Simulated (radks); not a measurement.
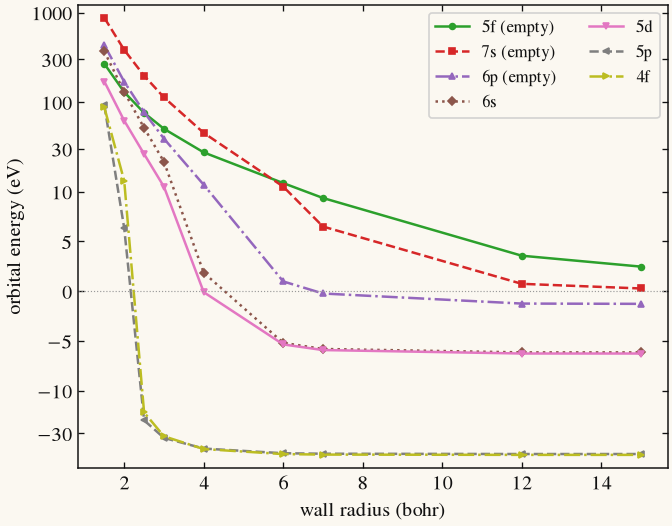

System: atomic osmium (Os), configuration [Xe] 4f14 5d6 6s2. It is put inside a hard spherical wall of varying radius. Computed with the in-house radial solver radks: scalar-relativistic Kohn-Sham, PBE, spin-unpolarised, spherical densities, finite nucleus. The plot shows the outer orbital energies, on a scale that is linear within ±10 eV and logarithmic beyond.

Describe the level shifts under confinement.

The levels rise as the wall closes in: 6s goes from −6.14 eV at 15 bohr to 369.1 eV at 1.5 bohr and passes zero between 6 and 4 bohr. On compression 5f drops below 7s between 6 and 4 bohr, 5f drops below 6p between 3 and 2.5 bohr and 5f drops below 6s between 2.5 and 2 bohr; in each crossing pair the level of higher l rises less. The fastest to rise is 7s (by 875.1 eV), the slowest 4f (by 139.6 eV): the wall presses hardest on the most extended orbitals.
